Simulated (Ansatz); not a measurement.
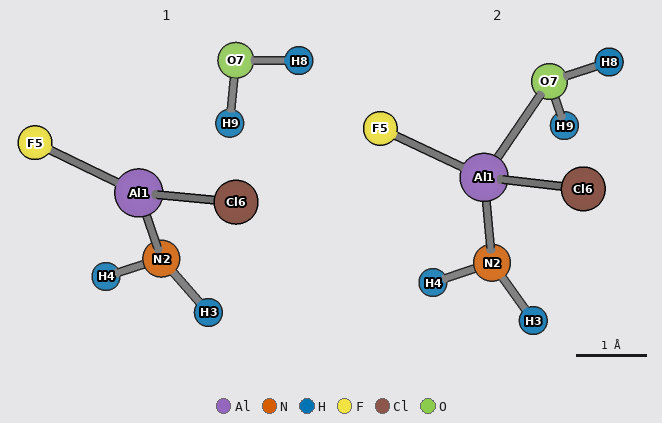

Two geometries of AlNH₄OClF, drawn at one scale. One is the start of a relaxation, the other its converged end. The picture is a ball-and-stick view, seen from a free direction.

These are results of RKS PBE/def2-mTZVP in Ansatz, not measurements. Settings: no spin polarisation; force threshold 0.03 eV/Å; at most 50 steps.

**Which one is relaxed?**

Structure 2 is the relaxed one. The run prepares an end point of a later path (reaction) calculation, from a guessed geometry. Over 12 accepted moves (13 points after the start) the energy falls by 16.9 kcal/mol. The largest force component goes from 1.5 to 0.0061 eV/Å. The line search rejected the trial step at point 9 of the run. The largest move after the best rigid fit is that of O7, 0.55 Å. By element the largest moves are O 0.55 Å, H 0.50 Å, Al 0.44 Å, Cl 0.42 Å, F 0.36 Å, N 0.10 Å. Near-neighbour distances that change, for instance: Al1–O7 2.962 → 1.990 Å, Al1–H9 2.762 → 2.289 Å, Al1–N2 1.874 → 1.819 Å, Al1–Cl6 2.104 → 2.144 Å. New bonds form, among them: Al1–O7 (2.96 → 1.99 Å). Bond angles that change, for instance: H8–O7–H9 103.8° → 107.0°, F5–Al1–Cl6 120.8° → 117.7°, N2–Al1–Cl6 119.3° → 117.3°. Cost: 22 s on 4 threads of Arm Neoverse V2, on a shared host, peak memory 0.19 GiB.

Limits of the set-up: the start holds two separate molecules, 2.3 Å apart at their closest, whose relative position is a soft coordinate and is computed without a dispersion correction.
